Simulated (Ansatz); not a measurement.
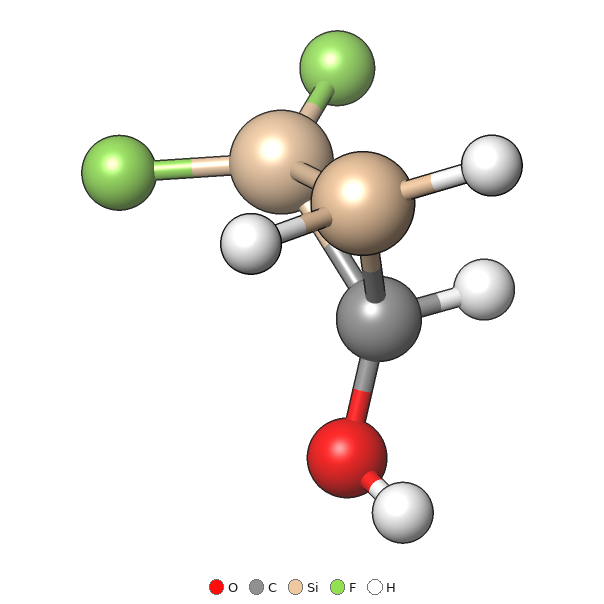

The computed structure is the end point of a PBE0-D4/def2-TZVP optimisation. No frequency run is at hand to confirm it as a minimum.

Give the structural formula.

SMILES: O[C@@H]1[SiH2][Si]1(F)F

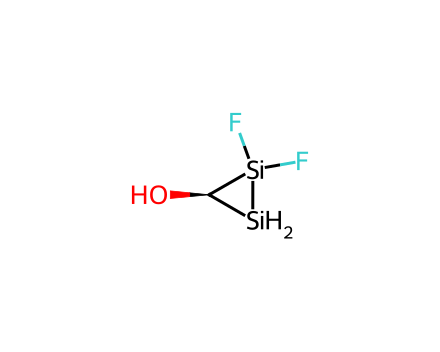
